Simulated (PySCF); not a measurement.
**C2H7ClOSi: electronic excitations at several levels of theory**

Aim: compute the electronic excitations of C2H7ClOSi (`CCO[SiH2]Cl`) at several levels, and see how far they spread and what each costs.

Programs: PySCF 2.14.0, with density-fitted response routines of our own. Each step states its level of theory. These are calculated values for one molecule in the gas phase, unless marked as measured. Atoms are numbered from 0 throughout.

### Step 1. The molecule as given

12 atoms, charge 0, multiplicity 1; geometry from: GFN2-xTB. The atoms were then displaced at random by about 0.01 Å, so the start is not that level's minimum.

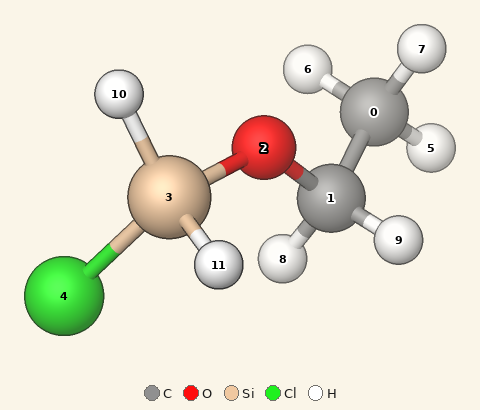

The starting geometry (carbon grey, oxygen red, silicon light orange, chlorine green, hydrogen white), atoms numbered; sticks join atoms by distance.

### Step 2. Relaxing the molecule at PBE0-D3(BJ)/def2-SVP

What the job is given:

```
{"job": {"xc": "PBE0", "basis": "def2-SVP", "d3": "d3bj", "grid": 1, "shake": 0.01, "kind": "geom"}, "charge": 0, "multiplicity": 1}
C     -1.855150    -0.020450     0.394730
C     -0.599760    -0.376480    -0.337330
O      0.406860     0.520330     0.018170
Si     2.061590     0.460030    -0.125170
Cl     2.727220    -1.304380     0.579210
H     -2.680160    -0.665080     0.098960
H     -1.716300    -0.059570     1.465560
H     -2.142510     1.029550     0.133820
H     -0.298150    -1.389620    -0.057170
H     -0.743290    -0.323230    -1.410660
H      2.400170     1.566900     0.734380
H      2.479180     0.533730    -1.503520
```

Started as:

```console
$ OMP_NUM_THREADS=1 python probes_run.py task.json out
```

The driver reads the jobs from task.json and runs them one after another.

What it wrote:

```text
step   0  E = -904.61925113  max force = 0.037336
step   1  E = -904.62568249  max force = 0.008505
step   2  E = -904.62600388  max force = 0.004299
step   3  E = -904.62612859  max force = 0.001759
step   4  E = -904.62618006  max force = 0.001416
step   5  E = -904.62623497  max force = 0.002192
step   6  E = -904.62626594  max force = 0.001475
step   7  E = -904.62628321  max force = 0.000668
step   8  E = -904.62628757  max force = 0.000289
optimisation converged
```

Wall time 39 s (1 thread of Arm Neoverse V1, shared host); peak memory 0.46 GiB.

Along the way:

```
step  energy from step 0 (eV)  largest force component (eV/Å)
   0                   0.0000                          1.9199
   1                  -0.1750                          0.4373
   2                  -0.1838                          0.2211
   3                  -0.1871                          0.0905
   4                  -0.1885                          0.0728
   5                  -0.1900                          0.1127
   6                  -0.1909                          0.0758
   7                  -0.1914                          0.0343
   8                  -0.1915                          0.0149
```

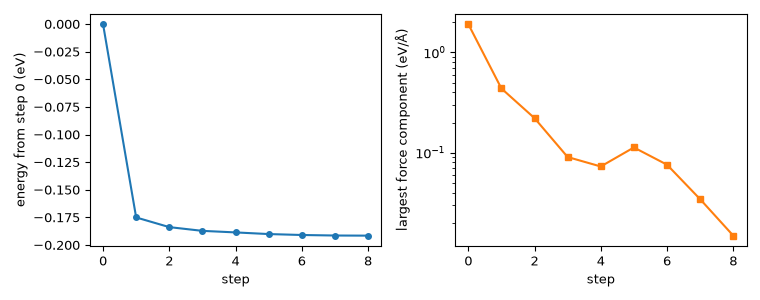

Energy and largest force along the relaxation.

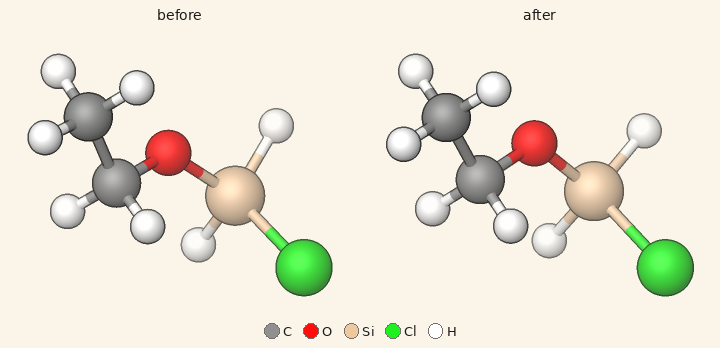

Before and after, at one scale.

Close pairs (by a distance rule), those that changed most:

| bond | before (Å) | after (Å) | change (Å) |
| --- | --- | --- | --- |
| Si3–Cl4 | 2.013 | 2.073 | +0.060 |
| Si3–H11 | 1.442 | 1.490 | +0.048 |
| Si3–H10 | 1.442 | 1.481 | +0.039 |
| C1–H9 | 1.084 | 1.107 | +0.022 |
| C1–O2 | 1.394 | 1.414 | +0.020 |
| C0–H6 | 1.081 | 1.100 | +0.019 |
| C0–H7 | 1.119 | 1.100 | -0.019 |
| O2–Si3 | 1.662 | 1.648 | -0.014 |

The end geometry stands in the next job.

| at the end point | value |
| --- | --- |
| point group (found at 0.08 Å tolerance) | C1 |
| rotational constants (GHz, main isotopes) | 6.376, 1.507, 1.293 |
| dipole moment (D) | 1.45 |

### Step 3. TDDFT and polarisability: PBE0/def2-TZVP

What the job is given:

```
{"job": {"kind": "uv", "xc": "PBE0", "basis": "def2-TZVP"}, "charge": 0, "multiplicity": 1}
C     -0.111217    -0.851621     0.660091
C      1.218734    -1.133779     0.005600
O      2.177943    -0.207514     0.476896
Si     3.797520    -0.291192     0.185476
Cl     4.538671    -2.104610     0.862784
H     -0.875509    -1.557940     0.302983
H     -0.028924    -0.948337     1.752735
H     -0.445285     0.171059     0.431040
H      1.548721    -2.163948     0.232991
H      1.132737    -1.055017    -1.094755
H      4.429762     0.810245     0.947415
H      4.100952    -0.225899    -1.271447
```

Method: TDDFT PBE0/def2-TZVP, vertical, gas phase, core orbitals frozen in the response.

What it wrote:

```text
coarse grid: 10848 points
cycle   1  E = -904.9736007339  dE =  3.332e-01  |g| = 6.940e-01  |ddm| = 2.445e+00
cycle   2  E = -904.8172817564  dE =  1.563e-01  |g| = 1.147e+00  |ddm| = 1.205e+00
cycle   3  E = -905.0616518119  dE = -2.444e-01  |g| = 1.158e-01  |ddm| = 8.437e-01
cycle   4  E = -905.0641163558  dE = -2.465e-03  |g| = 4.410e-02  |ddm| = 1.060e-01
cycle   5  E = -905.0645356555  dE = -4.193e-04  |g| = 6.504e-03  |ddm| = 3.349e-02
cycle   6  E = -905.0645446940  dE = -9.039e-06  |g| = 2.267e-03  |ddm| = 6.195e-03
final grid: 94904 points
cycle   7  E = -905.0605243743  dE = -3.520e-05  |g| = 1.031e-02  |ddm| = 2.989e-02
cycle   8  E = -905.0605039901  dE =  2.038e-05  |g| = 1.467e-02  |ddm| = 1.262e-02
cycle   9  E = -905.0605441136  dE = -4.012e-05  |g| = 1.589e-03  |ddm| = 8.046e-03
cycle  10  E = -905.0605446001  dE = -4.865e-07  |g| = 2.432e-04  |ddm| = 1.146e-03
cycle  11  E = -905.0605446139  dE = -1.383e-08  |g| = 3.559e-05  |ddm| = 1.855e-04
cycle  12  E = -905.0605446142  dE = -2.694e-10  |g| = 1.195e-05  |ddm| = 3.890e-05
converged SCF energy = -905.0605446142

Static polarisability (au): isotropic 64.548, principal 56.523 64.336 72.785

Singlet excitations
state   eV       nm        f      main configurations
  1   7.4946    165.4   0.00922   H->L 0.88
  2   7.7399    160.2   0.01492   H->L+1 0.76, H-1->L+1 0.11
  3   7.8180    158.6   0.00385   H-1->L 0.89
  4   8.0551    153.9   0.01658   H-1->L+1 0.82, H->L+1 0.08
  5   8.2810    149.7   0.02139   H-2->L 0.84, H-2->L+1 0.11
  6   8.4891    146.1   0.04202   H-2->L+1 0.60, H-3->L 0.25, H-2->L 0.09
  7   8.6562    143.2   0.01032   H->L+2 0.85
  8   8.7013    142.5   0.02268   H-3->L 0.60, H-2->L+1 0.18
  9   8.8076    140.8   0.00762   H-3->L+1 0.93
 10   8.8701    139.8   0.05320   H->L+3 0.87

Triplet excitations (Tamm-Dancoff, eV): 7.1177 7.3545 7.4928 7.6334
```

Run time: 24 s. Hardware: 1 thread of Arm Neoverse V1, shared host; peak memory 0.84 GiB.

The orbitals next to the gap, with their largest atomic shares:

```
orbital     eV                        atoms
 HOMO−3  -9.51   Cl4 52 %, O2 14 %, C1 11 %
 HOMO−2  -9.20   Cl4 56 %, O2 18 %, Si3 9 %
 HOMO−1  -8.80  Cl4 43 %, O2 16 %, Si3 14 %
   HOMO  -8.46   O2 45 %, C1 15 %, Si3 11 %
   LUMO   0.45   Si3 75 %, Cl4 10 %, C1 4 %
 LUMO+1   0.72   Si3 70 %, Cl4 13 %, O2 5 %
 LUMO+2   1.48    H5 16 %, H7 14 %, H9 13 %
```

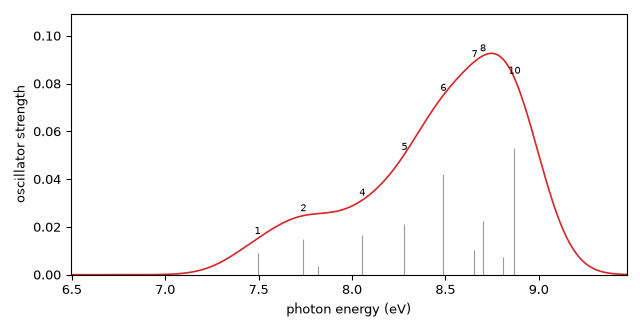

Absorption spectrum from the 10 singlet states computed; above the last one it falls off for lack of states. Lines are broadened to a width of 0.40 eV (Gaussian).

Ground-state properties from the same run:

```
           property  computed
  dipole moment (D)      1.44
polarisability (Å³)      9.57
 HOMO–LUMO gap (eV)      8.91
      −ε(HOMO) (eV)      8.46
```

### Step 4. TDDFT and polarisability: PBE0/aug-cc-pVDZ

Settings changed since step 3:

```diff
@@ -1,2 +1,2 @@
-{"job": {"kind": "uv", "xc": "PBE0", "basis": "def2-TZVP"}, "charge": 0, "multiplicity": 1}
+{"job": {"kind": "uv", "xc": "PBE0", "basis": "aug-cc-pVDZ"}, "charge": 0, "multiplicity": 1}
 C     -0.111217    -0.851621     0.660091
```

Level: TDDFT PBE0/aug-cc-pVDZ, vertical, gas phase, core orbitals frozen in the response.

What it wrote:

```text
coarse grid: 10848 points
cycle   1  E = -904.8852387499  dE =  3.857e-01  |g| = 6.503e-01  |ddm| = 7.265e+00
cycle   2  E = -904.7360008946  dE =  1.492e-01  |g| = 1.086e+00  |ddm| = 2.541e+00
cycle   3  E = -904.9699680383  dE = -2.340e-01  |g| = 1.106e-01  |ddm| = 1.529e+00
cycle   4  E = -904.9725811080  dE = -2.613e-03  |g| = 3.509e-02  |ddm| = 2.688e-01
cycle   5  E = -904.9729100596  dE = -3.290e-04  |g| = 5.250e-03  |ddm| = 7.674e-02
cycle   6  E = -904.9729170395  dE = -6.980e-06  |g| = 1.335e-03  |ddm| = 1.221e-02
final grid: 94904 points
cycle   7  E = -904.9888611970  dE = -1.264e-05  |g| = 8.837e-03  |ddm| = 1.120e-01
cycle   8  E = -904.9888467073  dE =  1.449e-05  |g| = 1.241e-02  |ddm| = 3.477e-02
cycle   9  E = -904.9888777876  dE = -3.108e-05  |g| = 1.385e-03  |ddm| = 1.813e-02
cycle  10  E = -904.9888782113  dE = -4.236e-07  |g| = 1.426e-04  |ddm| = 2.339e-03
cycle  11  E = -904.9888782160  dE = -4.774e-09  |g| = 2.695e-05  |ddm| = 3.377e-04
cycle  12  E = -904.9888782162  dE = -1.803e-10  |g| = 9.722e-06  |ddm| = 1.019e-04
converged SCF energy = -904.9888782162

Static polarisability (au): isotropic 70.078, principal 61.871 68.967 79.395

Singlet excitations
state   eV       nm        f      main configurations
  1   7.1989    172.2   0.01895   H->L 0.79
  2   7.3278    169.2   0.00801   H->L+1 0.75, H->L+3 0.09
  3   7.5353    164.5   0.00788   H-1->L+1 0.55, H-1->L 0.28
  4   7.5917    163.3   0.01902   H->L+3 0.30, H->L+2 0.28, H->L 0.10
  5   7.7094    160.8   0.01834   H-1->L 0.41, H-1->L+3 0.21, H-1->L+1 0.16
  6   7.8557    157.8   0.03464   H->L+3 0.45, H->L+2 0.42
  7   7.9444    156.1   0.03889   H-2->L+1 0.71, H-2->L 0.19
  8   8.0043    154.9   0.00635   H-1->L+2 0.57, H-1->L 0.14
  9   8.0662    153.7   0.03384   H->L+4 0.89
 10   8.1469    152.2   0.02991   H-2->L 0.49, H-2->L+3 0.12, H-2->L+1 0.10

Triplet excitations (Tamm-Dancoff, eV): 6.9045 7.0670 7.2144 7.3568
```

Wall time 22 s (1 thread of Arm Neoverse V1, shared host); peak memory 0.81 GiB.

Key values: HOMO -8.43 eV, LUMO -0.05 eV; lowest singlet 7.20 eV.

### Step 5. TDDFT and polarisability: PBE0/def2-TZVPD

Settings changed since step 4:

```diff
@@ -1,2 +1,2 @@
-{"job": {"kind": "uv", "xc": "PBE0", "basis": "aug-cc-pVDZ"}, "charge": 0, "multiplicity": 1}
+{"job": {"kind": "uv", "xc": "PBE0", "basis": "def2-TZVPD"}, "charge": 0, "multiplicity": 1}
 C     -0.111217    -0.851621     0.660091
```

Level: TDDFT PBE0/def2-TZVPD, vertical, gas phase, core orbitals frozen in the response.

What it wrote:

```text
coarse grid: 10848 points
cycle   1  E = -904.9753029226  dE =  3.341e-01  |g| = 6.931e-01  |ddm| = 2.847e+00
cycle   2  E = -904.8147787551  dE =  1.605e-01  |g| = 1.155e+00  |ddm| = 1.284e+00
cycle   3  E = -905.0630515634  dE = -2.483e-01  |g| = 1.180e-01  |ddm| = 7.594e-01
cycle   4  E = -905.0656205162  dE = -2.569e-03  |g| = 4.503e-02  |ddm| = 1.309e-01
cycle   5  E = -905.0660594382  dE = -4.389e-04  |g| = 6.506e-03  |ddm| = 4.254e-02
cycle   6  E = -905.0660683152  dE = -8.877e-06  |g| = 2.327e-03  |ddm| = 8.983e-03
final grid: 94904 points
cycle   7  E = -905.0620564972  dE = -3.779e-05  |g| = 1.037e-02  |ddm| = 1.299e-01
cycle   8  E = -905.0620354757  dE =  2.102e-05  |g| = 1.484e-02  |ddm| = 1.530e-02
cycle   9  E = -905.0620764883  dE = -4.101e-05  |g| = 1.625e-03  |ddm| = 8.824e-03
cycle  10  E = -905.0620769994  dE = -5.111e-07  |g| = 2.460e-04  |ddm| = 1.340e-03
cycle  11  E = -905.0620770135  dE = -1.417e-08  |g| = 3.690e-05  |ddm| = 3.014e-04
cycle  12  E = -905.0620770138  dE = -2.942e-10  |g| = 1.222e-05  |ddm| = 7.269e-05
converged SCF energy = -905.0620770138

Static polarisability (au): isotropic 70.125, principal 62.099 69.118 79.157

Singlet excitations
state   eV       nm        f      main configurations
  1   7.3000    169.8   0.01317   H->L 0.66, H->L+1 0.23
  2   7.4476    166.5   0.01147   H->L+1 0.55, H->L 0.21, H->L+2 0.09
  3   7.6142    162.8   0.00742   H-1->L 0.85
  4   7.7394    160.2   0.01407   H-1->L+1 0.64, H-1->L+2 0.11
  5   7.8398    158.1   0.01784   H->L+2 0.64, H-1->L+1 0.11, H->L+1 0.10
  6   8.0389    154.2   0.03277   H-2->L 0.87
  7   8.1055    153.0   0.02378   H->L+3 0.63, H-1->L+2 0.25
  8   8.1854    151.5   0.03739   H-2->L+1 0.35, H-1->L+2 0.25, H->L+3 0.15
  9   8.2496    150.3   0.01236   H-2->L+1 0.33, H-1->L+2 0.27, H-3->L 0.09
 10   8.4249    147.2   0.01155   H-3->L 0.67, H-3->L+1 0.14

Triplet excitations (Tamm-Dancoff, eV): 6.9644 7.1442 7.2910 7.4418
```

Run time: 37 s. Hardware: 1 thread of Arm Neoverse V1, shared host; peak memory 1 GiB.

Key values: HOMO -8.49 eV, LUMO 0.11 eV; lowest singlet 7.30 eV.

### Step 6. Ultraviolet spectrum: PBE0/6-31+G*

Settings changed since step 5:

```diff
@@ -1,2 +1,2 @@
-{"job": {"kind": "uv", "xc": "PBE0", "basis": "def2-TZVPD"}, "charge": 0, "multiplicity": 1}
+{"job": {"kind": "uv", "xc": "PBE0", "basis": "6-31+G*"}, "charge": 0, "multiplicity": 1}
 C     -0.111217    -0.851621     0.660091
```

Level: TDDFT PBE0/6-31+G*, vertical, gas phase, core orbitals frozen in the response.

What it wrote:

```text
coarse grid: 10848 points
cycle   1  E = -904.8992757991  dE =  3.619e-01  |g| = 6.397e-01  |ddm| = 3.090e+00
cycle   2  E = -904.7630919008  dE =  1.362e-01  |g| = 1.050e+00  |ddm| = 1.825e+00
cycle   3  E = -904.9837514955  dE = -2.207e-01  |g| = 1.079e-01  |ddm| = 1.343e+00
cycle   4  E = -904.9863317224  dE = -2.580e-03  |g| = 3.149e-02  |ddm| = 1.690e-01
cycle   5  E = -904.9866021361  dE = -2.704e-04  |g| = 4.132e-03  |ddm| = 5.515e-02
cycle   6  E = -904.9866059294  dE = -3.793e-06  |g| = 1.206e-03  |ddm| = 9.391e-03
final grid: 94904 points
cycle   7  E = -904.9332459626  dE = -9.239e-06  |g| = 8.970e-03  |ddm| = 2.831e-02
cycle   8  E = -904.9332319370  dE =  1.403e-05  |g| = 1.242e-02  |ddm| = 1.804e-02
cycle   9  E = -904.9332635790  dE = -3.164e-05  |g| = 1.381e-03  |ddm| = 1.084e-02
cycle  10  E = -904.9332640016  dE = -4.226e-07  |g| = 1.066e-04  |ddm| = 1.538e-03
cycle  11  E = -904.9332640041  dE = -2.484e-09  |g| = 2.570e-05  |ddm| = 2.062e-04
cycle  12  E = -904.9332640042  dE = -1.560e-10  |g| = 9.155e-06  |ddm| = 5.510e-05
converged SCF energy = -904.9332640042

Static polarisability (au): isotropic 61.244, principal 54.314 61.219 68.199

Singlet excitations
state   eV       nm        f      main configurations
  1   7.3287    169.2   0.01854   H->L 0.75, H->L+1 0.16
  2   7.4799    165.8   0.00990   H->L+1 0.68, H->L 0.13
  3   7.6154    162.8   0.00971   H-1->L 0.86
  4   7.8072    158.8   0.01512   H-1->L+1 0.79
  5   7.8947    157.0   0.03649   H->L+2 0.76, H->L+1 0.09
  6   8.0068    154.8   0.03554   H-2->L 0.89
  7   8.1883    151.4   0.01413   H-1->L+2 0.70, H->L+3 0.13
  8   8.2547    150.2   0.05151   H-2->L+1 0.57, H->L+3 0.19, H-3->L 0.12
  9   8.2986    149.4   0.00048   H->L+3 0.54, H-1->L+2 0.15
 10   8.4283    147.1   0.01742   H-3->L 0.65, H-3->L+1 0.14, H-2->L+1 0.11

Triplet excitations (Tamm-Dancoff, eV): 7.0273 7.2016 7.2902 7.5516
```

Run time: 11 s. Hardware: 1 thread of Arm Neoverse V1, shared host; peak memory 0.6 GiB.

In short: HOMO -8.52 eV, LUMO 0.05 eV; lowest singlet 7.33 eV.

### Step 7. Comparing the runs: electronic excitations

Excitations and ground-state properties, with basis size and wall time:

```csv
run,lowest singlet (eV),brightest (eV),f,gap (eV),α (Å³),μ (D),functions,time
PBE0/def2-TZVP,7.49,8.87,0.053,8.91,9.57,1.44,209,24 s
PBE0/aug-cc-pVDZ,7.20,7.94,0.039,8.38,10.38,1.50,186,22 s
PBE0/def2-TZVPD,7.30,8.19,0.037,8.60,10.39,1.46,266,37 s
PBE0/6-31+G*,7.33,8.25,0.052,8.57,9.08,1.67,112,11 s
```

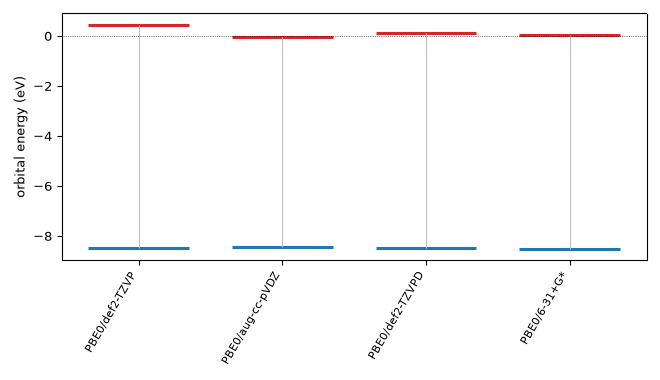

HOMO (blue) and LUMO (red) run by run.

### Step 8. Outcome

```
                                quantity                         value
                             point group                            C1
    rotational constants (main isotopes)          6.38, 1.51, 1.29 GHz
         lowest singlet (PBE0/def2-TZVP)   7.49 eV (165 nm), f = 0.009
brightest single state of those computed  state 10, 8.87 eV, f = 0.053
                          lowest triplet                       7.12 eV
             range of the lowest singlet               7.20 to 7.49 eV
```

In words: Single values in the summary come from the first run of each kind that ended normally (PBE0/def2-TZVP), which need not be the best level. The optimisation took 8 steps and gained 0.191 eV; among the close pairs (by a distance rule), Si3–Cl4 changed most, from 2.013 to 2.073 Å. The lowest singlet, at 7.49 eV, is HOMO→LUMO 0.88 and is weak; of the 10 states computed, the strongest absorption comes from state 10 at 8.87 eV (the last computed, so partners may be missing). The lowest triplet lies 0.38 eV below the lowest singlet (triplets in Tamm-Dancoff, singlets in full TDDFT). States above −ε(HOMO) lie where TDDFT describes them poorly and they hang on the basis; the brightest is among them. The basis of PBE0/def2-TZVP has no diffuse functions, so Rydberg states are missing and the high states are unreliable. The lowest singlet runs from 7.20 eV (PBE0/aug-cc-pVDZ) to 7.49 eV (PBE0/def2-TZVP), while the orbital gap spans 8.38 to 8.91 eV. The lowest state need not be the same one in every run.
